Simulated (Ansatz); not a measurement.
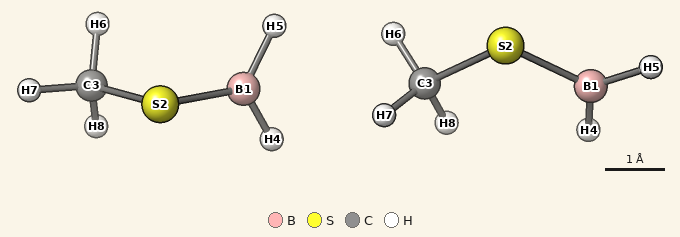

Two geometries of CH₅BS (coarse preliminary run), drawn at one scale. One is the start of a relaxation, the other its converged end. Style: ball-and-stick. Shown face on.

These are results of RKS PBE-D4/def2-SVP in Ansatz 0.2.0, not measurements. Settings: force threshold 0.03 eV/Å; at most 200 steps.

**Which of the two is the end point?**

The right one is the relaxed one. The start comes from a force field. The energy falls by 128.2 kJ/mol in 20 accepted moves (22 points after the start). The largest force component goes from 2.9 to 0.029 eV/Å. The line search rejected the trial steps at points 15, 17 of the run. The forces were under the threshold at step 14, but the run went on from there. The largest move after the best rigid fit is that of H5, 1.18 Å. Largest moves by element: H 1.18 Å, S 1.07 Å, B 0.14 Å, C 0.13 Å. Near-neighbour distances that change, for instance: B1–H4 1.139 → 1.214 Å, B1–S2 1.823 → 1.764 Å, C3–H8 1.048 → 1.106 Å, C3–H7 1.164 → 1.107 Å. Among the angles between lasting bonds that change: B1–S2–C3 92.5° → 106.0°, S2–B1–H5 121.9° → 115.0°, H4–B1–H5 116.7° → 123.4°. Groups turn about B1–S2 by about 90°, S2–C3 by about 60°.
